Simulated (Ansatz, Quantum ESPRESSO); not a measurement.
# F on hollow sites of Mo(110): the work function of the upper face at a withheld member of a series

How the rows were computed: Quantum ESPRESSO 7.5, PBE, GBRV ultrasoft. Slabs of 3 layers, covered on the upper face; adsorbates and the top layer relax in a periodic cell, the rest is held (the clean slab relaxes both outer layers); a run under open boundaries (ESM, bc1) gives both vacuum levels. Cells of one to 9 surface sites carry the coverages, on meshes of like density; cold smearing of 0.02 Ry. The slabs take the lattice constants of the bulk relaxed by the same program. The series steps the coverage.

```
 coverage  work function of the upper face (eV)
     0 ML                                 4.715
0.1111 ML                                 4.698
0.1667 ML                                 4.722
0.3333 ML                                 4.821
   0.5 ML                                 5.015
0.6667 ML                                 5.146
  0.75 ML                                 5.247
     1 ML                                 5.739
```

One more run was made and is withheld. What is the work function of the upper face at 0.25 ML?

By hand: The rows at 0.1667 ML and 0.3333 ML give a slope of (4.821 − (4.722))/(0.3333 − (0.1667)) = 0.5942, so a straight line gives 4.772 eV. A parabola through these and the row at 0.1111 ML gives 4.766 eV.

What the calculation gave: 4.770 eV. The line misses by +0.002 and the parabola by −0.004 eV. The line does better here.

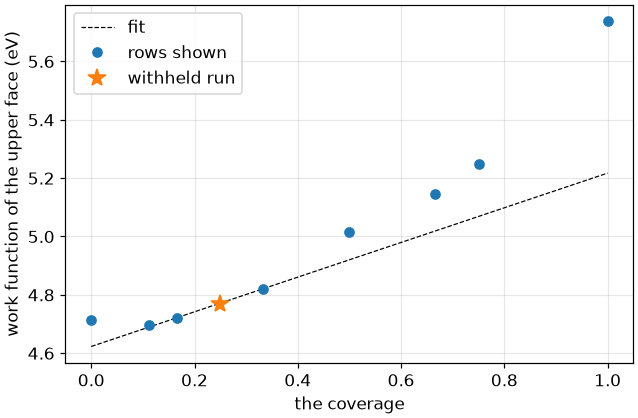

The rows shown, the fit and the withheld run.

**Limits.** Thin slabs, one site and one ordered pattern a coverage; no reconstruction or subsurface sites; meshes differ a little between cells.

[Logs are printed without paths, hosts, clocks, repeated set-up lines and the standing remarks that a program may print on its own settings, such as how far it seeks lower states.]
